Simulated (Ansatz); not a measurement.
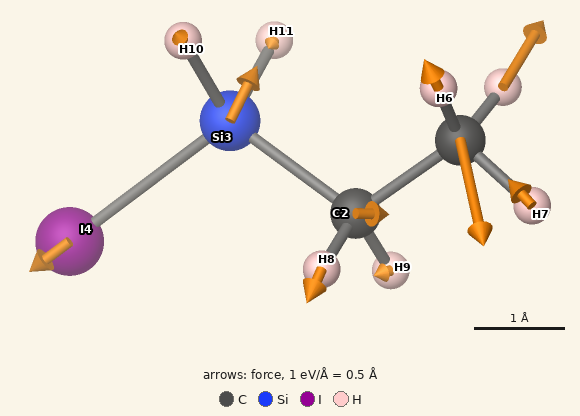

Starting geometry of C2H7ISi (coarse preliminary run) with the computed forces as orange arrows. A ball-and-stick model, seen at a tilt.

The start comes from a force field.

Method: RKS PBE-D4/def2-SVP in Ansatz 0.2.0.

The input:
```yaml
crystal:
  periodic: [false, false, false]
  atoms:
    - {symbol: C, position_ang: [0.163800, 1.416500, 0.299600]}
    - {symbol: C, position_ang: [-0.625400, 0.173100, -0.068100]}
    - {symbol: Si, position_ang: [0.410300, -1.351000, -0.194900]}
    - {symbol: I, position_ang: [-0.895300, -3.260400, -0.764200]}
    - {symbol: H, position_ang: [0.608900, 1.376900, 1.246200]}
    - {symbol: H, position_ang: [0.880300, 1.718700, -0.459600]}
    - {symbol: H, position_ang: [-0.561300, 2.301700, 0.335100]}
    - {symbol: H, position_ang: [-1.094300, 0.340900, -1.032400]}
    - {symbol: H, position_ang: [-1.400100, 0.024800, 0.724100]}
    - {symbol: H, position_ang: [1.482200, -1.181000, -1.207000]}
    - {symbol: H, position_ang: [1.096300, -1.617300, 1.142000]}
basis:
  gaussian: {orbitals: def2-SVP}
hamiltonian: {xc: pbe, dispersion: d4}
relax: {f_tol: 0.03, max_steps: 200}
```

Command:
```bash
ansatz run in.yaml --threads 4 --pin off --events-out ev --progress --plain --max-ram 10444MiB
```

> Is this structure relaxed? If not, where do the atoms go?

It isn't relaxed: the largest force vector, on C1, is 3.02 eV/Å. The final displacements follow the starting forces only in part (cosine between the two patterns 0.61). The energy falls by 23.7 kJ/mol in 4 geometry steps. Largest force component: 2.1 eV/Å at the start, 0.011 eV/Å at the end. H8 moves most after the best rigid fit: 0.078 Å. By element the largest moves are H 0.078 Å, C 0.060 Å, I 0.058 Å, Si 0.049 Å. Near-neighbour distances that change, for instance: Si3–I4 2.382 → 2.477 Å, C1–H5 1.047 → 1.110 Å, C2–Si3 1.847 → 1.891 Å, C1–H7 1.145 → 1.110 Å. Bond angles that change, for instance: H8–C2–H9 110.5° → 106.0°, H6–C1–H7 103.0° → 107.2°, C1–C2–H9 107.3° → 111.2°. The run took 8 s on 4 threads of Arm Neoverse V1, on a shared host.
